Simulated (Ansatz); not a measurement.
**Geometry relaxation, with input and output: Ga26P27 (charge −3) (part 4 of 4)**

Continued. System: Ga26P27 (defect cell, 53 atoms in the cell, total charge −3). Method: DFT, PBE, plane-wave PAW, default files, scalar-relativistic, no spin polarisation (Ansatz 0.2.0); cutoff 420 eV, 2×2×2 k-mesh, Fermi–Dirac smearing of 0.01 eV. The structure derives from an entry of the Crystallography Open Database. It belongs to a series of runs on one base structure; here: Ga vacancy, charge -3, ions relaxed.

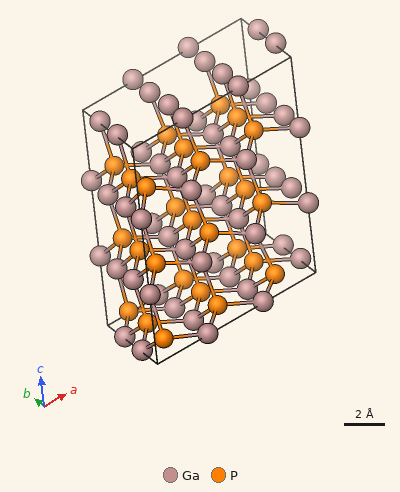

Figure 1. The geometry at step 3 of the log (ball-and-stick view of the cell of the calculation, seen slightly off an axis).

File populations.tsv, continued:
```
22	Ga	1_4P	-	1.911664
22	Ga	2_3D	-	9.984728
23	Ga	0_4S	-	1.097237
23	Ga	1_4P	-	1.913714
23	Ga	2_3D	-	9.984756
24	Ga	0_4S	-	1.092863
24	Ga	1_4P	-	1.911664
24	Ga	2_3D	-	9.984728
25	Ga	0_4S	-	1.097237
25	Ga	1_4P	-	1.913714
25	Ga	2_3D	-	9.984756
26	P	0_3S	-	1.491167
26	P	1_3P	-	3.636543
27	P	0_3S	-	1.345622
27	P	1_3P	-	3.711415
28	P	0_3S	-	1.491167
28	P	1_3P	-	3.636543
29	P	0_3S	-	1.345622
29	P	1_3P	-	3.711415
30	P	0_3S	-	1.345622
30	P	1_3P	-	3.711415
31	P	0_3S	-	1.344178
31	P	1_3P	-	3.706227
32	P	0_3S	-	1.491167
32	P	1_3P	-	3.636543
33	P	0_3S	-	1.344178
33	P	1_3P	-	3.706227
34	P	0_3S	-	1.344178
34	P	1_3P	-	3.706227
35	P	0_3S	-	1.345622
35	P	1_3P	-	3.711415
36	P	0_3S	-	1.345622
36	P	1_3P	-	3.711415
37	P	0_3S	-	1.344178
37	P	1_3P	-	3.706227
38	P	0_3S	-	1.345622
38	P	1_3P	-	3.711415
39	P	0_3S	-	1.340986
39	P	1_3P	-	3.708663
40	P	0_3S	-	1.340986
40	P	1_3P	-	3.708663
41	P	0_3S	-	1.344178
41	P	1_3P	-	3.706227
42	P	0_3S	-	1.340986
42	P	1_3P	-	3.708663
43	P	0_3S	-	1.344178
43	P	1_3P	-	3.706227
44	P	0_3S	-	1.491167
44	P	1_3P	-	3.636543
45	P	0_3S	-	1.344178
45	P	1_3P	-	3.706227
46	P	0_3S	-	1.344178
46	P	1_3P	-	3.706227
47	P	0_3S	-	1.344178
47	P	1_3P	-	3.706227
48	P	0_3S	-	1.340986
48	P	1_3P	-	3.708663
49	P	0_3S	-	1.344178
49	P	1_3P	-	3.706227
50	P	0_3S	-	1.344178
50	P	1_3P	-	3.706227
51	P	0_3S	-	1.344178
51	P	1_3P	-	3.706227
52	P	0_3S	-	1.339807
52	P	1_3P	-	3.706154
```

Trajectory as extended XYZ (Å, eV, eV/Å), 4 frames, from step=1 to step=4:
```
53
Lattice="0.0000 8.1758 8.1758 8.1758 0.0000 8.1758 8.1758 8.1758 0.0000" Properties=species:S:1:pos:R:3:forces:R:3 step=1 energy=-118758.24010
Ga    2.7252    2.7252    0.0000   -0.4153  -0.4153   0.9083
Ga    5.4505    5.4505    0.0000    0.4153   0.4153   0.9083
Ga    2.7252    0.0000    2.7252   -0.4153   0.9083  -0.4153
Ga    5.4505    2.7252    2.7252   -0.1608   0.1608   0.1608
Ga    8.1758    5.4505    2.7252   -0.9083   0.4153  -0.4153
Ga    5.4505    0.0000    5.4505    0.4153   0.9083   0.4153
Ga    8.1758    2.7252    5.4505   -0.9083  -0.4153   0.4153
Ga   10.9010    5.4505    5.4505   -0.1534   0.1534   0.1534
Ga    0.0000    2.7252    2.7252    0.9083  -0.4153  -0.4153
Ga    2.7252    5.4505    2.7252    0.1608  -0.1608   0.1608
Ga    5.4505    8.1758    2.7252    0.4153  -0.9083  -0.4153
Ga    2.7252    2.7252    5.4505    0.1608   0.1608  -0.1608
Ga    5.4505    5.4505    5.4505   -0.1608  -0.1608  -0.1608
Ga    8.1758    8.1758    5.4505    0.0000   0.0000  -0.1544
Ga    5.4505    2.7252    8.1758    0.4153  -0.4153  -0.9083
Ga    8.1758    5.4505    8.1758    0.0000  -0.1544   0.0000
Ga   10.9010    8.1758    8.1758    0.1544   0.0000   0.0000
Ga    0.0000    5.4505    5.4505    0.9083   0.4153   0.4153
Ga    2.7252    8.1758    5.4505   -0.4153  -0.9083   0.4153
Ga    5.4505   10.9010    5.4505    0.1534  -0.1534   0.1534
Ga    2.7252    5.4505    8.1758   -0.4153   0.4153  -0.9083
Ga    5.4505    8.1758    8.1758   -0.1544   0.0000   0.0000
Ga    8.1758   10.9010    8.1758    0.0000   0.1544   0.0000
Ga    5.4505    5.4505   10.9010    0.1534   0.1534  -0.1534
Ga    8.1758    8.1758   10.9010    0.0000   0.0000   0.1544
Ga   10.9010   10.9010   10.9010   -0.1534  -0.1534  -0.1534
P     1.3626    1.3626    1.3626   -0.3930  -0.3930  -0.3930
P     4.0879    4.0879    1.3626    0.0000   0.0000  -0.3774
P     6.8131    6.8131    1.3626    0.3930   0.3930  -0.3930
P     4.0879    1.3626    4.0879    0.0000  -0.3774   0.0000
P     6.8131    4.0879    4.0879    0.3774   0.0000   0.0000
P     9.5384    6.8131    4.0879    0.1222  -0.1222   0.0769
P     6.8131    1.3626    6.8131    0.3930  -0.3930   0.3930
P     9.5384    4.0879    6.8131    0.1222   0.0769  -0.1222
P    12.2636    6.8131    6.8131   -0.0769  -0.1222  -0.1222
P     1.3626    4.0879    4.0879   -0.3774   0.0000   0.0000
P     4.0879    6.8131    4.0879    0.0000   0.3774   0.0000
P     6.8131    9.5384    4.0879   -0.1222   0.1222   0.0769
P     4.0879    4.0879    6.8131    0.0000   0.0000   0.3774
P     6.8131    6.8131    6.8131    0.0374   0.0374   0.0374
P     9.5384    9.5384    6.8131   -0.0374  -0.0374   0.0374
P     6.8131    4.0879    9.5384   -0.1222   0.0769   0.1222
P     9.5384    6.8131    9.5384   -0.0374   0.0374  -0.0374
P    12.2636    9.5384    9.5384   -0.0769   0.1222   0.1222
P     1.3626    6.8131    6.8131   -0.3930   0.3930   0.3930
P     4.0879    9.5384    6.8131    0.0769   0.1222  -0.1222
P     6.8131   12.2636    6.8131   -0.1222  -0.0769  -0.1222
P     4.0879    6.8131    9.5384    0.0769  -0.1222   0.1222
P     6.8131    9.5384    9.5384    0.0374  -0.0374  -0.0374
P     9.5384   12.2636    9.5384    0.1222  -0.0769   0.1222
P     6.8131    6.8131   12.2636   -0.1222  -0.1222  -0.0769
P     9.5384    9.5384   12.2636    0.1222   0.1222  -0.0769
P    12.2636   12.2636   12.2636    0.0000   0.0000   0.0000
53
Lattice="0.0000 8.1758 8.1758 8.1758 0.0000 8.1758 8.1758 8.1758 0.0000" Properties=species:S:1:pos:R:3:forces:R:3 step=2 energy=-118759.37679
Ga    2.6735    2.6735    0.0622   -0.1022  -0.1022   0.2348
Ga    5.5023    5.5023    0.0622    0.1022   0.1022   0.2348
Ga    2.6735    0.0622    2.6735   -0.1022   0.2348  -0.1022
Ga    5.4370    2.7387    2.7387   -0.0432   0.0432   0.0432
Ga    8.1136    5.5023    2.6735   -0.2348   0.1022  -0.1022
Ga    5.5023    0.0622    5.5023    0.1022   0.2348   0.1022
Ga    8.1136    2.6735    5.5023   -0.2348  -0.1022   0.1022
Ga   10.8907    5.4608    5.4608    0.0030  -0.0030  -0.0030
Ga    0.0622    2.6735    2.6735    0.2348  -0.1022  -0.1022
Ga    2.7387    5.4370    2.7387    0.0432  -0.0432   0.0432
Ga    5.5023    8.1136    2.6735    0.1022  -0.2348  -0.1022
Ga    2.7387    2.7387    5.4370    0.0432   0.0432  -0.0432
Ga    5.4370    5.4370    5.4370   -0.0432  -0.0432  -0.0432
Ga    8.1758    8.1758    5.4302    0.0000   0.0000  -0.0489
Ga    5.5023    2.6735    8.1136    0.1022  -0.1022  -0.2348
Ga    8.1758    5.4302    8.1758    0.0000  -0.0489   0.0000
Ga   10.9213    8.1758    8.1758    0.0489   0.0000   0.0000
Ga    0.0622    5.5023    5.5023    0.2348   0.1022   0.1022
Ga    2.6735    8.1136    5.5023   -0.1022  -0.2348   0.1022
Ga    5.4608   10.8907    5.4608   -0.0030   0.0030  -0.0030
Ga    2.6735    5.5023    8.1136   -0.1022   0.1022  -0.2348
Ga    5.4302    8.1758    8.1758   -0.0489   0.0000   0.0000
Ga    8.1758   10.9213    8.1758    0.0000   0.0489   0.0000
Ga    5.4608    5.4608   10.8907   -0.0030  -0.0030   0.0030
Ga    8.1758    8.1758   10.9213    0.0000   0.0000   0.0489
Ga   10.8907   10.8907   10.8907    0.0030   0.0030   0.0030
P     1.2516    1.2516    1.2516   -0.1204  -0.1204  -0.1204
P     4.0879    4.0879    1.3327    0.0000   0.0000   0.0616
P     6.9242    6.9242    1.2516    0.1204   0.1204  -0.1204
P     4.0879    1.3327    4.0879    0.0000   0.0616   0.0000
P     6.8430    4.0879    4.0879   -0.0616   0.0000   0.0000
P     9.5400    6.8115    4.0603    0.0162  -0.0162   0.1151
P     6.9242    1.2516    6.9242    0.1204  -0.1204   0.1204
P     9.5400    4.0603    6.8115    0.0162   0.1151  -0.0162
P    12.2912    6.8115    6.8115   -0.1151  -0.0162  -0.0162
P     1.3327    4.0879    4.0879    0.0616   0.0000   0.0000
P     4.0879    6.8430    4.0879    0.0000  -0.0616   0.0000
P     6.8115    9.5400    4.0603   -0.0162   0.0162   0.1151
P     4.0879    4.0879    6.8430    0.0000   0.0000  -0.0616
P     6.8100    6.8100    6.8100    0.0182   0.0182   0.0182
P     9.5415    9.5415    6.8100   -0.0182  -0.0182   0.0182
P     6.8115    4.0603    9.5400   -0.0162   0.1151   0.0162
P     9.5415    6.8100    9.5415   -0.0182   0.0182  -0.0182
P    12.2912    9.5400    9.5400   -0.1151   0.0162   0.0162
P     1.2516    6.9242    6.9242   -0.1204   0.1204   0.1204
P     4.0603    9.5400    6.8115    0.1151   0.0162  -0.0162
P     6.8115   12.2912    6.8115   -0.0162  -0.1151  -0.0162
P     4.0603    6.8115    9.5400    0.1151  -0.0162   0.0162
P     6.8100    9.5415    9.5415    0.0182  -0.0182  -0.0182
P     9.5400   12.2912    9.5400    0.0162  -0.1151   0.0162
P     6.8115    6.8115   12.2912   -0.0162  -0.0162  -0.1151
P     9.5400    9.5400   12.2912    0.0162   0.0162  -0.1151
P    12.2636   12.2636   12.2636    0.0000   0.0000   0.0000
53
Lattice="0.0000 8.1758 8.1758 8.1758 0.0000 8.1758 8.1758 8.1758 0.0000" Properties=species:S:1:pos:R:3:forces:R:3 step=3 energy=-118759.45747
Ga    2.6581    2.6581    0.0863   -0.0013  -0.0013  -0.0152
Ga    5.5176    5.5176    0.0863    0.0013   0.0013  -0.0152
Ga    2.6581    0.0863    2.6581   -0.0013  -0.0152  -0.0013
Ga    5.4340    2.7417    2.7417    0.0018  -0.0018  -0.0018
Ga    8.0894    5.5176    2.6581    0.0152   0.0013  -0.0013
Ga    5.5176    0.0863    5.5176    0.0013  -0.0152   0.0013
Ga    8.0894    2.6581    5.5176    0.0152  -0.0013   0.0013
Ga   10.8905    5.4610    5.4610    0.0112  -0.0112  -0.0112
Ga    0.0863    2.6581    2.6581   -0.0152  -0.0013  -0.0013
Ga    2.7417    5.4340    2.7417   -0.0018   0.0018  -0.0018
Ga    5.5176    8.0894    2.6581    0.0013   0.0152  -0.0013
Ga    2.7417    2.7417    5.4340   -0.0018  -0.0018   0.0018
Ga    5.4340    5.4340    5.4340    0.0018   0.0018   0.0018
Ga    8.1758    8.1758    5.4270    0.0000   0.0000  -0.0101
Ga    5.5176    2.6581    8.0894    0.0013  -0.0013   0.0152
Ga    8.1758    5.4270    8.1758    0.0000  -0.0101   0.0000
Ga   10.9245    8.1758    8.1758    0.0101   0.0000   0.0000
Ga    0.0863    5.5176    5.5176   -0.0152   0.0013   0.0013
Ga    2.6581    8.0894    5.5176   -0.0013   0.0152   0.0013
Ga    5.4610   10.8905    5.4610   -0.0112   0.0112  -0.0112
Ga    2.6581    5.5176    8.0894   -0.0013   0.0013   0.0152
Ga    5.4270    8.1758    8.1758   -0.0101   0.0000   0.0000
Ga    8.1758   10.9245    8.1758    0.0000   0.0101   0.0000
Ga    5.4610    5.4610   10.8905   -0.0112  -0.0112   0.0112
Ga    8.1758    8.1758   10.9245    0.0000   0.0000   0.0101
Ga   10.8905   10.8905   10.8905    0.0112   0.0112   0.0112
P     1.2137    1.2137    1.2137   -0.0005  -0.0005  -0.0005
P     4.0879    4.0879    1.3379    0.0000   0.0000   0.0440
P     6.9621    6.9621    1.2137    0.0005   0.0005  -0.0005
P     4.0879    1.3379    4.0879    0.0000   0.0440   0.0000
P     6.8379    4.0879    4.0879   -0.0440   0.0000   0.0000
P     9.5395    6.8120    4.0593   -0.0068   0.0068   0.0246
P     6.9621    1.2137    6.9621    0.0005  -0.0005   0.0005
P     9.5395    4.0593    6.8120   -0.0068   0.0246   0.0068
P    12.2922    6.8120    6.8120   -0.0246   0.0068   0.0068
P     1.3379    4.0879    4.0879    0.0440   0.0000   0.0000
P     4.0879    6.8379    4.0879    0.0000  -0.0440   0.0000
P     6.8120    9.5395    4.0593    0.0068  -0.0068   0.0246
P     4.0879    4.0879    6.8379    0.0000   0.0000  -0.0440
P     6.8103    6.8103    6.8103   -0.0009  -0.0009  -0.0009
P     9.5412    9.5412    6.8103    0.0009   0.0009  -0.0009
P     6.8120    4.0593    9.5395    0.0068   0.0246  -0.0068
P     9.5412    6.8103    9.5412    0.0009  -0.0009   0.0009
P    12.2922    9.5395    9.5395   -0.0246  -0.0068  -0.0068
P     1.2137    6.9621    6.9621   -0.0005   0.0005   0.0005
P     4.0593    9.5395    6.8120    0.0246  -0.0068   0.0068
P     6.8120   12.2922    6.8120    0.0068  -0.0246   0.0068
P     4.0593    6.8120    9.5395    0.0246   0.0068  -0.0068
P     6.8103    9.5412    9.5412   -0.0009   0.0009   0.0009
P     9.5395   12.2922    9.5395   -0.0068  -0.0246  -0.0068
P     6.8120    6.8120   12.2922    0.0068   0.0068  -0.0246
P     9.5395    9.5395   12.2922   -0.0068  -0.0068  -0.0246
P    12.2636   12.2636   12.2636    0.0000   0.0000   0.0000
53
Lattice="0.0000 8.1758 8.1758 8.1758 0.0000 8.1758 8.1758 8.1758 0.0000" Properties=species:S:1:pos:R:3:forces:R:3 step=4 energy=-118759.45842
Ga    2.6585    2.6585    0.0853    0.0006   0.0006  -0.0029
Ga    5.5172    5.5172    0.0853   -0.0006  -0.0006  -0.0029
Ga    2.6585    0.0853    2.6585    0.0006  -0.0029   0.0006
Ga    5.4343    2.7415    2.7415    0.0007  -0.0007  -0.0007
Ga    8.0904    5.5172    2.6585    0.0029  -0.0006   0.0006
Ga    5.5172    0.0853    5.5172   -0.0006  -0.0029  -0.0006
Ga    8.0904    2.6585    5.5172    0.0029   0.0006  -0.0006
Ga   10.8912    5.4603    5.4603    0.0017  -0.0017  -0.0017
Ga    0.0853    2.6585    2.6585   -0.0029   0.0006   0.0006
Ga    2.7415    5.4343    2.7415   -0.0007   0.0007  -0.0007
Ga    5.5172    8.0904    2.6585   -0.0006   0.0029   0.0006
Ga    2.7415    2.7415    5.4343   -0.0007  -0.0007   0.0007
Ga    5.4343    5.4343    5.4343    0.0007   0.0007   0.0007
Ga    8.1758    8.1758    5.4276    0.0000   0.0000  -0.0015
Ga    5.5172    2.6585    8.0904   -0.0006   0.0006   0.0029
Ga    8.1758    5.4276    8.1758    0.0000  -0.0015   0.0000
Ga   10.9239    8.1758    8.1758    0.0015   0.0000   0.0000
Ga    0.0853    5.5172    5.5172   -0.0029  -0.0006  -0.0006
Ga    2.6585    8.0904    5.5172    0.0006   0.0029  -0.0006
Ga    5.4603   10.8912    5.4603   -0.0017   0.0017  -0.0017
Ga    2.6585    5.5172    8.0904    0.0006  -0.0006   0.0029
Ga    5.4276    8.1758    8.1758   -0.0015   0.0000   0.0000
Ga    8.1758   10.9239    8.1758    0.0000   0.0015   0.0000
Ga    5.4603    5.4603   10.8912   -0.0017  -0.0017   0.0017
Ga    8.1758    8.1758   10.9239    0.0000   0.0000   0.0015
Ga   10.8912   10.8912   10.8912    0.0017   0.0017   0.0017
P     1.2142    1.2142    1.2142   -0.0022  -0.0022  -0.0022
P     4.0879    4.0879    1.3409    0.0000   0.0000   0.0045
P     6.9616    6.9616    1.2142    0.0022   0.0022  -0.0022
P     4.0879    1.3409    4.0879    0.0000   0.0045   0.0000
P     6.8349    4.0879    4.0879   -0.0045   0.0000   0.0000
P     9.5391    6.8124    4.0615    0.0004  -0.0004   0.0012
P     6.9616    1.2142    6.9616    0.0022  -0.0022   0.0022
P     9.5391    4.0615    6.8124    0.0004   0.0012  -0.0004
P    12.2900    6.8124    6.8124   -0.0012  -0.0004  -0.0004
P     1.3409    4.0879    4.0879    0.0045   0.0000   0.0000
P     4.0879    6.8349    4.0879    0.0000  -0.0045   0.0000
P     6.8124    9.5391    4.0615   -0.0004   0.0004   0.0012
P     4.0879    4.0879    6.8349    0.0000   0.0000  -0.0045
P     6.8103    6.8103    6.8103   -0.0003  -0.0003  -0.0003
P     9.5412    9.5412    6.8103    0.0003   0.0003  -0.0003
P     6.8124    4.0615    9.5391   -0.0004   0.0012   0.0004
P     9.5412    6.8103    9.5412    0.0003  -0.0003   0.0003
P    12.2900    9.5391    9.5391   -0.0012   0.0004   0.0004
P     1.2142    6.9616    6.9616   -0.0022   0.0022   0.0022
P     4.0615    9.5391    6.8124    0.0012   0.0004  -0.0004
P     6.8124   12.2900    6.8124   -0.0004  -0.0012  -0.0004
P     4.0615    6.8124    9.5391    0.0012  -0.0004   0.0004
P     6.8103    9.5412    9.5412   -0.0003   0.0003   0.0003
P     9.5391   12.2900    9.5391    0.0004  -0.0012   0.0004
P     6.8124    6.8124   12.2900   -0.0004  -0.0004  -0.0012
P     9.5391    9.5391   12.2900    0.0004   0.0004  -0.0012
P    12.2636   12.2636   12.2636    0.0000   0.0000   0.0000
```
